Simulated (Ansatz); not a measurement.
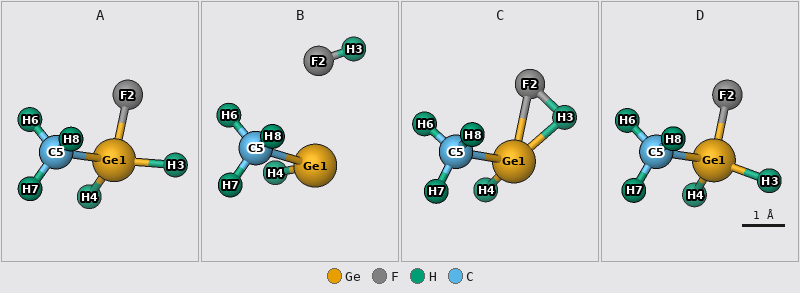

4 geometries from a converged minimum-energy path of CH₅FGe, shuffled. The picture is a ball-and-stick view, seen from a free direction.

Theory: RHF/def2-SVP in Ansatz. Set-up: 5 movable images; climbing image; force threshold 0.03 eV/Å; iteration limit 60; starting path through a guess of the saddle point.

### Which frame is the top of the path?

C. In order along the path, whose images run from 0 to 6: D (image 1, +1.2 kJ/mol), A (image 2, +34.6 kJ/mol), C (image 4, +354.4 kJ/mol), B (image 6, +211.3 kJ/mol). Breaking: Ge1–F2 (1.74 → 2.03 at the top → 2.62 Å), Ge1–H3 (1.53 → 1.64 at the top → 3.07 Å). Forming: F2–H3 (2.61 → 1.24 at the top → 0.90 Å).

Limits of the set-up: Hartree-Fock leaves out electron correlation.

Cost: 92 s on 1 thread of Arm Neoverse V2, on a shared host, peak memory 0.16 GiB.
